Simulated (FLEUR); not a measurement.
**Collinear magnetic orders of MnO (Manganosite) with FLEUR**

Aim: find out whether MnO (Manganosite) carries moments, and which collinear order costs least.

Main program and level: FLEUR MaX-R8.1; PBE with U = 4 eV on Mn d; all-electron FLAPW, Dirac cores, scalar-relativistic bands.

## Step 1: Set-up

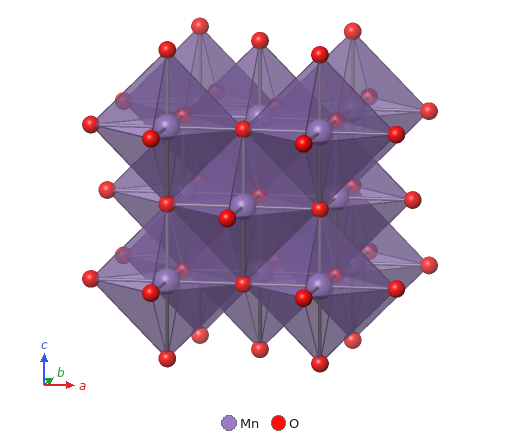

The cell as given, slightly off an axis (manganese light purple, oxygen red). This picture shows the conventional cell, with its axes. Some periodic images of atoms are drawn too.

Structure file:

```xyz
2
Lattice="0.0000 2.2230 2.2230 2.2230 0.0000 2.2230 2.2230 2.2230 0.0000" Properties=species:S:1:pos:R:3 pbc="T T T"
Mn    0.0000    0.0000    0.0000
O     2.2230    2.2230    2.2230
```

## Step 2: Order 1, typed as ferro +

The parallel start comes first: it shows whether parallel moments hold. A Hubbard U acts on the open shell, since semilocal functionals spread its electrons too much.

inpgen writes inp.xml from crystal.txt; cutoffs, mixing, functional, smearing and local orbitals are then set in the file. The k list default-1 (kpts.xml, not shown) is a Γ-centred 6×6×6 mesh; where the ranks do not divide the number of points, some are split in two of half the weight.

inp.xml reads:

```
<?xml version="1.0" encoding="UTF-8" standalone="no"?>
<fleurInput fleurInputVersion="0.39">
   <comment>
      MnO
   </comment>
   <calculationSetup>
      <cutoffs Kmax="4.05" Gmax="10.1" GmaxXC="10.1" numbands="0"/>
      <scfLoop itmax="130" minDistance="0.0001" maxIterBroyd="15" imix="Anderson" alpha="0.05" precondParam="0.0" spinf="2.0" sdNocoIR="T"/>
      <coreElectrons ctail="T" frcor="F" kcrel="0" coretail_lmax="0"/>
      <xcFunctional name="pbe" relativisticCorrections="F"/>
      <magnetism jspins="2"/>
      <soc l_soc="F" theta="0.0" phi="0.0" spav="F"/>
      <expertModes spex="0" secvar="F"/>
      <geometryOptimization l_f="F" forcealpha="1.0" forcemix="BFGS" epsdisp="0.00001" epsforce="0.00001"/>
      <ldaU l_linMix="F" mixParam="0.05" spinf="1.0"/>
   </calculationSetup>
   <cell>
      <bzIntegration valenceElectrons="21.0" mode="hist" fermiSmearingEnergy="0.0055124">
         <kPointListSelection listName="default-1"/>
         <xi:include xmlns:xi="http://www.w3.org/2001/XInclude" href="kpts.xml"> </xi:include>
      </bzIntegration>
      <xi:include xmlns:xi="http://www.w3.org/2001/XInclude" href="sym.xml"> </xi:include>
      <bulkLattice scale="1.0">
         <bravaisMatrix>
            <row-1>    0.0000000000000000     4.2008611749857998     4.2008611749857998</row-1>
            <row-2>    4.2008611749857998     0.0000000000000000     4.2008611749857998</row-2>
            <row-3>    4.2008611749857998     4.2008611749857998     0.0000000000000000</row-3>
         </bravaisMatrix>
      </bulkLattice>
   </cell>
   <atomSpecies>
      <species name="Manganese 4.500" element="Mn" atomicNumber="25">
         <mtSphere radius="2.62" gridPoints="867" logIncrement="0.014"/>
         <atomicCutoffs lmax="10" lnonsphr="8"/>
         <electronConfig flipSpins="F">
            <coreConfig>(1s1/2) (2s1/2) (2p1/2) (2p3/2)</coreConfig>
            <valenceConfig>(3s1/2) (3p1/2) (3p3/2) (4s1/2) (3d3/2) (3d5/2)</valenceConfig>
            <stateOccupation state="(3d3/2)" spinUp="1.75" spinDown="0.25"/>
            <stateOccupation state="(3d5/2)" spinUp="3.0" spinDown="0.0"/>
         </electronConfig>
         <energyParameters s="4" p="4" d="3" f="4"/>
         <ldaU l="2" U="4.0" J="0.0" l_amf="F"/>
         <lo type="SCLO" l="0" n="3" eDeriv="0"/>
         <lo type="SCLO" l="1" n="3" eDeriv="0"/>
      </species>
      <species name="Oxygen (O)" element="O" atomicNumber="8">
         <mtSphere radius="1.48" gridPoints="489" logIncrement="0.022"/>
         <atomicCutoffs lmax="6" lnonsphr="4"/>
         <electronConfig flipSpins="F">
            <coreConfig>(1s1/2)</coreConfig>
            <valenceConfig>(2s1/2) (2p1/2) (2p3/2)</valenceConfig>
            <stateOccupation state="(2p1/2)" spinUp="0.666667" spinDown="0.666667"/>
            <stateOccupation state="(2p3/2)" spinUp="1.333333" spinDown="1.333333"/>
         </electronConfig>
         <energyParameters s="2" p="2" d="3" f="4"/>
      </species>
   </atomSpecies>
   <atomGroups>
      <atomGroup species="Manganese 4.500">
         <relPos label="                   1">.0000000000 .0000000000 .0000000000</relPos>
         <force calculate="T" relaxXYZ="TTT"/>
      </atomGroup>
      <atomGroup species="Oxygen (O)">
         <relPos label="                   2">1.000/2.000 1.000/2.000 1.000/2.000</relPos>
         <force calculate="T" relaxXYZ="TTT"/>
      </atomGroup>
   </atomGroups>
   <output dos="F" band="F" slice="F">
      <bandDOS minEnergy="-.5*Htr" maxEnergy="0.5*Htr" sigma="0.015" storeEVData="T"/>
      <plotting iplot="0" polar="F">
         <plot TwoD="T" vec1="  1.0  0.0  0.0" vec2="  0.0  1.0  0.0" vec3="  0.0  0.0  1.0" zero="  0.0  0.0  0.0" file="plot"/>
      </plotting>
      <moessbauerParams electricFieldGradient="F" isomerShift="F" coreHyperfine="F" valenceHyperfine="F"/>
   </output>
</fleurInput>
```

crystal.txt reads:

```
MnO
&input film=F cartesian=F /
0.00000000000  2.22300000000  2.22300000000
2.22300000000  0.00000000000  2.22300000000
2.22300000000  2.22300000000  0.00000000000
1.8897261246
1.0 1.0 1.0

2
25 0.00000000000  0.00000000000  0.00000000000 : 4.500
8 0.50000000000  0.50000000000  0.50000000000

&kpt div1=6 div2=6 div3=6 gamma=T /
```

The run is started by

```sh
$ OMP_NUM_THREADS=1 inpgen -f crystal.txt > inpgen.log  # inp.xml is then edited as shown
$ OMP_NUM_THREADS=1 mpirun -n 4 fleur_MPI > fleur.log
```

Log:

```text
Welcome to FLEUR        (www.flapw.de)
      MaX-Release 8.1          (www.max-centre.eu)

 ========== k-point set info ==========
 Selected k-point list: default-1
 k-point list type: mesh
 6 x 6 x 6
 Number of k points: 16

 ------------Calculation Setup---------------------------
 Number of MPI-tasks      :            4
 Number of PE/node        :            4
 Number of OMP-threads    :            1
 k-points in parallel     :            4
 pe's per k-point         :            1
 No of k-point loops      :            4
 Eigenvalue solver        :       lapack
 Number of basis functions:          186
 Approximate size of matrices (H+S) per k-point:         0.001 GB
 --------------------------------------------------------
 no density matrix found ... skipping LDA+U
 Reset of history
 Iteration:     1   Distance:      20.97023899 me/bohr^3
 Iteration:     2   Distance:      19.03328277 me/bohr^3
 Iteration:     3   Distance:      16.36359188 me/bohr^3
 Iteration:     4   Distance:       8.28971465 me/bohr^3
 Iteration:     5   Distance:       6.04735079 me/bohr^3
 Iteration:     6   Distance:       2.73015669 me/bohr^3
 Iteration:     7   Distance:       1.21429595 me/bohr^3
 Iteration:     8   Distance:       0.55417029 me/bohr^3
 Iteration:     9   Distance:       0.36934358 me/bohr^3
 Iteration:    10   Distance:       0.15575232 me/bohr^3
 Iteration:    11   Distance:       0.07353799 me/bohr^3
 Iteration:    12   Distance:       0.02368880 me/bohr^3
 Iteration:    13   Distance:       0.00766171 me/bohr^3
 Iteration:    14   Distance:       0.00534204 me/bohr^3
 Iteration:    15   Distance:       0.00030045 me/bohr^3
 Iteration:    16   Distance:       0.00021104 me/bohr^3
 Iteration:    17   Distance:       0.00020229 me/bohr^3
 Iteration:    18   Distance:       0.00015243 me/bohr^3
 Iteration:    19   Distance:       0.00004318 me/bohr^3

 ********************************************************************
 Run finished successfully
 Stop message:
   all done
 ********************************************************************

--- out.xml (last complete iteration) ---
<iteration numberForCurrentRun="   19" overallNumber="   19">
         [... left out ...]
         <bandgap value="0.3253667731" units="eV"/>
         <sumValenceSingleParticleEnergies value="-13.0508037131" units="Htr"/>
         <FermiEnergy value="0.3070957860" units="Htr"/>
         <valenceDensity>
            <mtCharges spin="1">
               <mtCharge atomType="1" total="9.4322025" s="1.1869994" p="3.2284359" d="4.9353824" f="0.0567104"/>
               <mtCharge atomType="2" total="2.4572781" s="0.7477022" p="1.7040569" d="0.0047759" f="0.0006224"/>
            </mtCharges>
            <mtCharges spin="2">
               <mtCharge atomType="1" total="4.7058273" s="1.1429569" p="3.1973538" d="0.2941497" f="0.0491072"/>
               <mtCharge atomType="2" total="2.3083048" s="0.7248718" p="1.5828481" d="0.0005088" f="0.0000513"/>
            </mtCharges>
            <spinDependentCharge spin="1" total="13.0000000" interstitial="1.1105193" mtSpheres="11.8894807"/>
            <spinDependentCharge spin="2" total="8.0000000" interstitial="0.9858679" mtSpheres="7.0141321"/>
            <totalCharge value="21.0000000000"/>
         </valenceDensity>
         [... left out ...]
         <allElectronCharges>
            <spinDependentCharge spin="1" total="19.0000000" interstitial="1.1105219" mtSpheres="17.8894781"/>
            <spinDependentCharge spin="2" total="14.0000000" interstitial="0.9858705" mtSpheres="13.0141295"/>
            <totalCharge value="32.9999999988"/>
         </allElectronCharges>
         <magneticMomentsInMTSpheres units="muBohr">
            <globalMagMoment atomType="1" vec="0.00000   0.00000   4.72638"/>
            <localMagMoment atomType="1" vec="0.00000   0.00000   4.72638"/>
            <globalMagMoment atomType="2" vec="0.00000   0.00000   0.14897"/>
            <localMagMoment atomType="2" vec="0.00000   0.00000   0.14897"/>
         </magneticMomentsInMTSpheres>
         <moessbauerParams unitsHFF="kG" unitsIS="e/bohr^3" unitsEFG="Htr/bohr^2">
         </moessbauerParams>
         <totalEnergy value="    -1233.8868978704" units="Htr">
            <sumOfEigenvalues value="     -709.9699451776">
               <coreElectrons value="-696.9191414645"/>
               <valenceElectrons value="-13.0508037131"/>
            </sumOfEigenvalues>
            <densityCoulombPotentialIntegral value="-1879.0425146660"/>
            <densityEffectivePotentialIntegral value="-1958.1032662775"/>
            <chargeDenXCDenIntegral value="-61.0031438147"/>
            <FockExchangeEnergyValence value="0.0000000000"/>
            <FockExchangeEnergyCore value="0.0000000000"/>
            <atomTypeDependentContributions atomType="1">
               <electronNucleiInteractionDifferentMTs value="1382.6433606682"/>
               <MadelungTerm value="-7.9048809261"/>
            </atomTypeDependentContributions>
            <atomTypeDependentContributions atomType="2">
               <electronNucleiInteractionDifferentMTs value="87.0636350366"/>
               <MadelungTerm value="-4.2440307566"/>
            </atomTypeDependentContributions>
            <dftUCorrection value="-0.3600895648"/>
            <tkbTimesEntropy value="0.0001130160"/>
            <freeEnergy value="-1233.8870108865"/>
            <extrapolationTo0K value="-1233.8869543785"/>
         </totalEnergy>
         <ldaUDensityMatrix>
            <densityMatrixFor spin="1" atomType="1" uIndex="1" l="2" U="4.00000000" J="0.00000000">
               (+0.99175,+0.00000) (+0.00000,+0.00000) (+0.00000,+0.00000) (+0.00000,+0.00000) (+0.02337,+0.00000)
               (+0.00000,+0.00000) (+0.96838,+0.00000) (+0.00000,+0.00000) (+0.00000,+0.00000) (+0.00000,+0.00000)
               (+0.00000,+0.00000) (+0.00000,+0.00000) (+1.01512,+0.00000) (+0.00000,+0.00000) (+0.00000,+0.00000)
               (+0.00000,+0.00000) (+0.00000,+0.00000) (+0.00000,+0.00000) (+0.96838,+0.00000) (+0.00000,+0.00000)
               (+0.02337,+0.00000) (+0.00000,+0.00000) (+0.00000,+0.00000) (+0.00000,+0.00000) (+0.99175,+0.00000)
            </densityMatrixFor>
            <densityMatrixFor spin="2" atomType="1" uIndex="1" l="2" U="4.00000000" J="0.00000000">
               (+0.06686,+0.00000) (+0.00000,+0.00000) (+0.00000,+0.00000) (+0.00000,+0.00000) (+0.04016,+0.00000)
               (+0.00000,+0.00000) (+0.02670,+0.00000) (+0.00000,+0.00000) (+0.00000,+0.00000) (+0.00000,+0.00000)
               (+0.00000,+0.00000) (+0.00000,+0.00000) (+0.10702,+0.00000) (+0.00000,+0.00000) (+0.00000,+0.00000)
               (+0.00000,+0.00000) (+0.00000,+0.00000) (+0.00000,+0.00000) (+0.02670,+0.00000) (+0.00000,+0.00000)
               (+0.04016,+0.00000) (+0.00000,+0.00000) (+0.00000,+0.00000) (+0.00000,+0.00000) (+0.06686,+0.00000)
            </densityMatrixFor>
         </ldaUDensityMatrix>
         <ldaUDensityMatrixConvergence>
            <distance spin="1" distance="0.000000"/>
            <distance spin="2" distance="0.000000"/>
         </ldaUDensityMatrixConvergence>
         <densityConvergence units="me/bohr^3">
            <chargeDensity spin="1" distance="0.0000390677"/>
            <chargeDensity spin="2" distance="0.0000145788"/>
            <overallChargeDensity distance="0.0000401666"/>
            <spinDensity distance="0.0000431776"/>
         </densityConvergence>
      </iteration>
```

It took 8.2 s on 4 MPI ranks of Intel Xeon 6975P-C (Granite Rapids), shared host; peak memory 0.23 GiB; 29 s of CPU time.

Spin moment in the muffin-tin sphere by atom:

| atom | spin moment in the muffin-tin sphere (μB) |
| --- | --- |
| Mn1 | 4.73 |
| O2 | 0.15 |

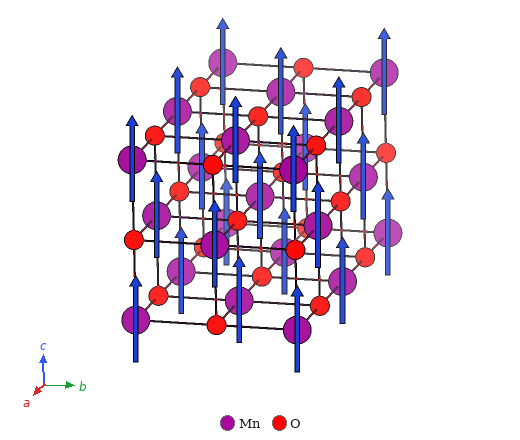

Spin moment in the muffin-tin sphere as arrows, the longest 4.73 μB. Up and down stand for the sign. Arrows give size and sign along the axis of quantisation, drawn up and down the page. 2×1×1 conventional cells are drawn. Some periodic images of atoms are drawn too.

Read from the output:

| Item | Value |
| --- | --- |
| free energy | -33575.7760 eV |
| program's band gap on this mesh (in a metal only a level spacing) | 0.3254 eV |
| magnetization | 5 μB |
| final state | ferromagnetic |

After 19 cycles the largest moment stands at 4.73 μB.

(Continued in part 2 of 3.)

[Logs and program files are shortened in this print: banners, set-up blocks, solver, clock and traceback lines can be left out without a mark of their own.]

[Logs are printed without paths, hosts, clocks, repeated set-up lines and the standing remarks that a program may print on its own settings, such as how far it seeks lower states.]

[Hosts, paths, dates, database ids (printed as entryN), source tags and the programs' standing remarks are cut or masked in the printed files.]

[Where a cell is said to come from a database of computed structures, the database is the Materials Project.]
